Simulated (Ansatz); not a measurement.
**LaAsRuO (P4/nmm): equation of state with a fit from a Python script**

Where is the equilibrium volume of LaAsRuO (P4/nmm), and how stiff is it? A script is to give an equation of state with a fit; the system is LaAsRuO (P4/nmm).

Program: Ansatz 0.2.0 through its Python package. Level of theory: DFT PBE, plane waves, PAW. These are calculated values, not measurements.

## (1) The system

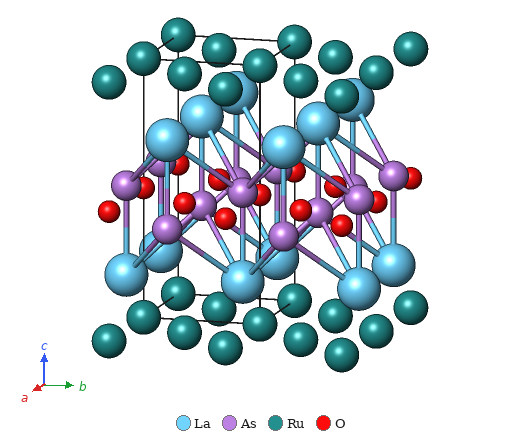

The structure that the script starts from, seen slightly off an axis (lanthanum blue, arsenic purple, ruthenium teal, oxygen red). 2×2×1 cells are drawn. Atoms on cell faces are repeated.

No structure file is read: the coordinates are typed or built in the script.

## (2) The script

eos.py reads:

```python
"""Bulk modulus of LaAsRuO from an E(V) curve."""

import ansatz as az
from ase.eos import EquationOfState
from ase.units import GPa
import numpy as np

VECTORS = np.array([
    [4.187572, 0.0, 0.0],
    [0.0, 4.187572, 0.0],
    [0.0, 0.0, 9.115854],
])
SITES = [
    ("La", (0.0, 0.5, 0.789837)),
    ("La", (0.5, 0.0, 0.210163)),
    ("As", (0.0, 0.5, 0.445185)),
    ("As", (0.5, 0.0, 0.554815)),
    ("Ru", (0.0, 0.0, 0.0)),
    ("Ru", (0.5, 0.5, 0.0)),
    ("O", (0.0, 0.0, 0.5)),
    ("O", (0.5, 0.5, 0.5)),
]


def on_lattice(cell):
    crystal = az.Crystal(lattice=az.Lattice.of(cell))
    for symbol, position in SITES:
        crystal = crystal.atom(symbol, position)
    return crystal

# uniform scaling of the cell
volumes, energies = [], []
for scale in np.linspace(0.94, 1.06, 7):
    cell = VECTORS * scale ** (1 / 3)
    base = (
        on_lattice(cell).calculation()
        .functional("PBE")
        .occupations("cold")
        .basis(500)
        .kpoints(7, 7, 3)
    )
    report = base.run().report
    volumes.append(abs(np.linalg.det(cell)) / len(SITES))
    energies.append(report["free_energy_ev"] / len(SITES))
    print(f"V = {volumes[-1]:8.4f} A^3/atom  F = {energies[-1]:.5f} eV/atom")

eos = EquationOfState(volumes, energies, eos="vinet")
v0, e0, bulk = eos.fit()
print(f"V0 = {v0:.4f} A^3/atom, E0 = {e0:.5f} eV/atom, B = {bulk / GPa:.1f} GPa")
```

## (3) Running it

The run is started by

```bash
python eos.py
```

What it wrote:

```text
V =  18.7828 A^3/atom  F = -4387.59646 eV/atom
V =  19.1824 A^3/atom  F = -4387.60873 eV/atom
V =  19.5820 A^3/atom  F = -4387.61588 eV/atom
V =  19.9817 A^3/atom  F = -4387.61838 eV/atom
V =  20.3813 A^3/atom  F = -4387.61664 eV/atom
V =  20.7809 A^3/atom  F = -4387.61106 eV/atom
V =  21.1806 A^3/atom  F = -4387.60200 eV/atom
V0 = 20.0114 A^3/atom, E0 = -4387.61839 eV/atom, B = 84.2 GPa
```

Wall time 91 s (1 thread of Arm Neoverse V2, shared host); peak memory 0.64 GiB.

## (4) The runs side by side

The 7 runs, in the order started:

```
run  volume (Å³/atom)  energy from run 4 (meV/atom)  SCF cycles  CPU time (s)
  1            18.783                         21.92           9            13
  2            19.182                          9.65           9            13
  3            19.582                          2.50           9            12
  4            19.982                          0.00           9            13
  5            20.381                          1.73           9            13
  6            20.781                          7.31           9            12
  7            21.181                         16.37          10            13
```

Energies are free energies F = E - TS of the smeared occupations. 

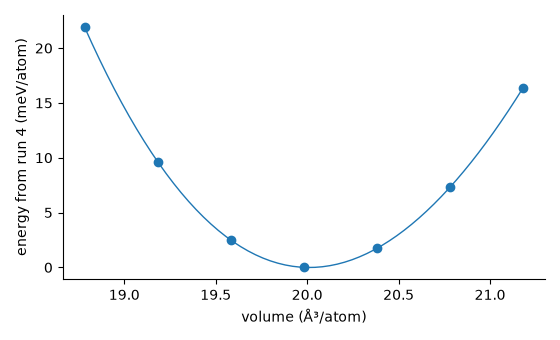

Energy against volume; the line is a third-order Birch-Murnaghan fit.

## (5) Results

| quantity | value |
| --- | --- |
| runs compared | 7 |
| range of energy | 21.92 meV/atom |
| lowest point, volume (Å³/atom) | 19.982 |
| equilibrium volume (fit) | 20.01 Å³/atom |
| bulk modulus (fit) | 84 GPa |

**Reading.** A third-order Birch-Murnaghan fit through the 7 points (the script's own form differs a little) has its minimum at 20.01 Å³ an atom, 0.1 % above the typed cell, with a bulk modulus of 84 GPa and dB/dP = 3.8. From that minimum the energy rises by 21.9 meV an atom on the compressed side and 16.4 meV on the expanded side. Notes:
- No spin polarisation was allowed.
- Shape and fractional positions are held along the curve, so the bulk modulus is an upper value where they are free to relax.
- The mesh is modest for a metal, so energies can be off by several to tens of meV an atom and pressures by half a GPa or more; differences at equal mesh fare better.
- The structure comes from a database of computed cells and needn't be a stable or known phase.
